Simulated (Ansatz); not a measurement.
A computed series for SnO: response to strain

Consider SnO (space group P4/nmm, No. 129; layered, stacked along the Cartesian z axis; relaxed with 0.1 eV smearing).

```xyz
4
Lattice="3.7685 0.0000 0.0000 0.0000 3.7685 0.0000 0.0000 0.0000 4.5571" Properties=species:S:1:pos:R:3 pbc="T T T"
Sn     1.8843     0.0000     3.4004
Sn     0.0000     1.8843     1.1567
O      1.8843     1.8843     0.0000
O      0.0000     0.0000     0.0000
```

Cartesian axes are those of the cell as printed.

Strains are applied to the cell and any free atomic positions relax.

Level of theory: plane-wave PAW DFT at the PBEsol-D3(BJ) level (Ansatz, an electronic-structure program, 420 eV), no spin-orbit coupling.

Notes on the quantities. pressure: mean of the normal stresses, compression positive.

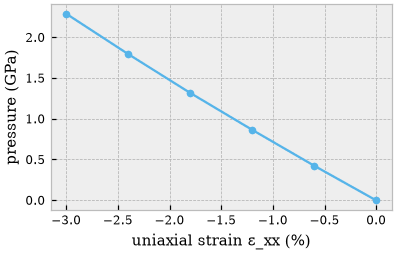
Fig. 1. Pressure against uniaxial strain ε_xx

**Question.** From the plot, what is the pressure for uniaxial strain ε_xx = −1.20 %?

**Answer.** About 0.9 GPa.

**Question.** Is the trend monotonic over the range shown?

**Answer.** Yes, it falls throughout, spanning 0.0 GPa to 2.3 GPa.

Whether these cells are dynamically stable was not tested. All final runs are without spin polarisation.
